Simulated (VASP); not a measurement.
Given:

```yaml
crystal:
  lattice:
    - [1.62990, -2.82306, 0.00000]
    - [1.62990, 2.82306, 0.00000]
    - [0.00000, 0.00000, 5.25780]
  atoms:
    - { symbol: Zn, position: [0.66667, 0.33333, 0.50116] }
    - { symbol: Zn, position: [0.33333, 0.66667, 0.00116] }
    - { symbol: O, position: [0.66667, 0.33333, 0.88084] }
    - { symbol: O, position: [0.33333, 0.66667, 0.38084] }
```

Method: PBE GGA with D4 dispersion, VASP's PBE PAW potentials (set 64) (plane waves; VASP). Numerical set-up: 520 eV cut-off, 9×9×5 Γ-centred mesh, tetrahedra with Blöchl corrections, potentials Zn O.

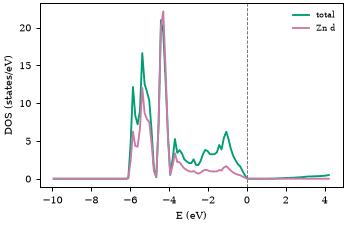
Figure. Total and projected density of states, zero at the valence-band maximum

Within 2 eV below the valence-band maximum the largest weight inside VASP's projection spheres is O p, then Zn d.

The gap is direct, 0.76 eV, from the valence maximum at Γ to the conduction minimum at Γ.

The compound is ZnO in the wurtzite structure. It was relaxed first.
